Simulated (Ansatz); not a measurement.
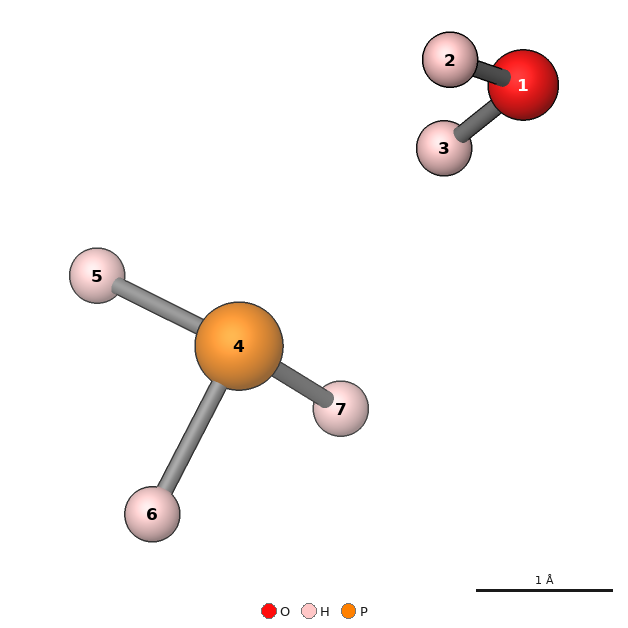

Figure made from data computed with Ansatz.

Orthographic view. Depth is shown by fading: the farther an atom, the more it takes the colour of the background. Geometry: a pair of rigid molecules at a changed separation.

List all interatomic distances (Å) as a matrix.

```tsv
atom	O1	H2	H3	P4	H5	H6	H7
O1	0.00						
H2	0.96	0.00					
H3	0.96	1.53	0.00				
P4	3.84	4.25	2.88	0.00			
H5	4.82	5.14	3.88	1.42	0.00		
H6	4.81	5.09	3.88	1.42	2.08	0.00	
H7	4.59	5.20	3.70	1.42	2.08	2.08	0.00
```
